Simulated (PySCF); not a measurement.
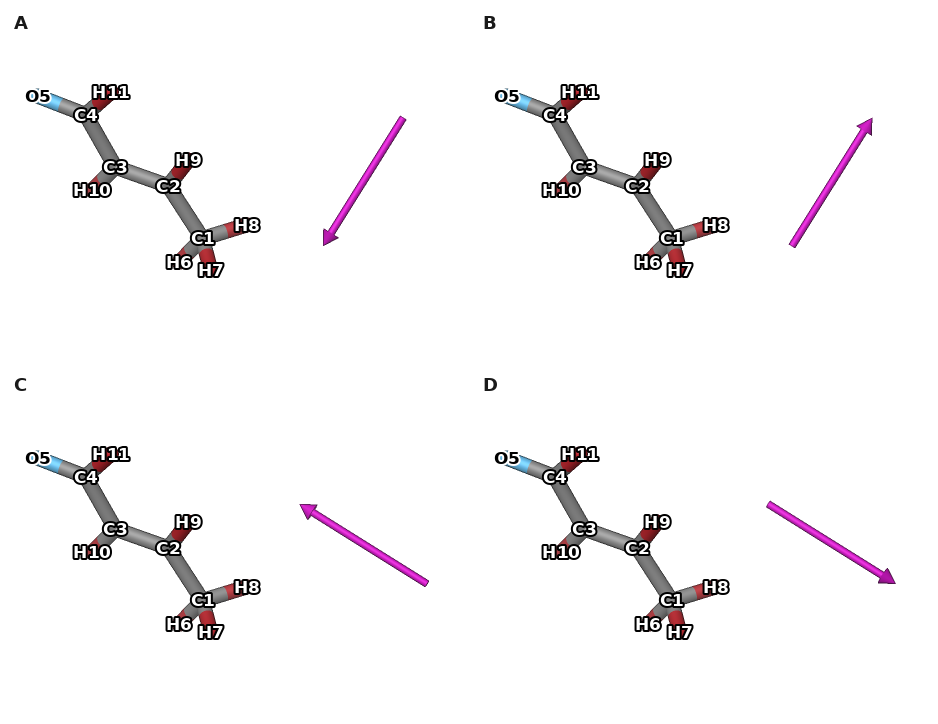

The same molecule four times, each with an arrow. The computed structure is the end point of a PBE0-D3(BJ)/def2-SVP optimisation. No frequency run is at hand to confirm it as a minimum. Level of theory: PBE0/def2-SVP, gas phase (PySCF 2.14.0).

### Which arrow points along the dipole moment, from the negative to the positive end?

D. The dipole moment is 3.90 D; it points from the side of O5 to the side of H7, H8 (the outermost atoms at the two ends).
